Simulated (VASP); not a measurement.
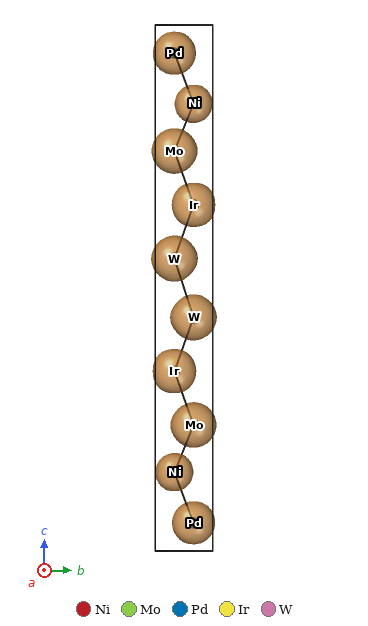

Figure. NiMoIrPdW. Isosurface of the valence pseudo-density at 0.8 e/Å³ (orange), seen along the a axis. Sticks mark near contacts.

Space group P-3m1; a generated structure, not necessarily the stable one; spin-polarised.

These are results of Kohn-Sham DFT of a periodic cell, PBE, VASP PAW PBE potentials, recommended (VASP 6.6.1), not measurements.

```
Ni Mo Pd Ir W
1.0
     2.77085    0.00000    0.00000
    -1.38543    2.39963    0.00000
     0.00000    0.00000   22.01961
Ni Mo Pd Ir W
2 2 2 2 2
Direct
  0.33333 0.66667 0.85081
  0.66667 0.33333 0.14919
  0.66667 0.33333 0.76059
  0.33333 0.66667 0.23941
  0.33333 0.66667 0.05329
  0.66667 0.33333 0.94671
  0.33333 0.66667 0.65827
  0.66667 0.33333 0.34173
  0.33333 0.66667 0.44418
  0.66667 0.33333 0.55582
```

What does this surface tell about the bonding?

At this value the density breaks into separate islands; it holds about 65 % of the electrons treated as valence. It bridges none of the near contacts. It is pinched off along the sampled Ni–Mo (2.55 Å), Ni–Pd (2.65 Å), Mo–Ir (2.76 Å) and Ir–W (2.77 Å) contacts. On the grid the lowest density along these lines, outside the cores, is 0.38 e/Å³ (Ni–Mo, 2.55 Å), 0.28 e/Å³ (Ni–Pd, 2.65 Å), 0.38 e/Å³ (Mo–Ir, 2.76 Å) and 0.4 e/Å³ (Ir–W, 2.77 Å).
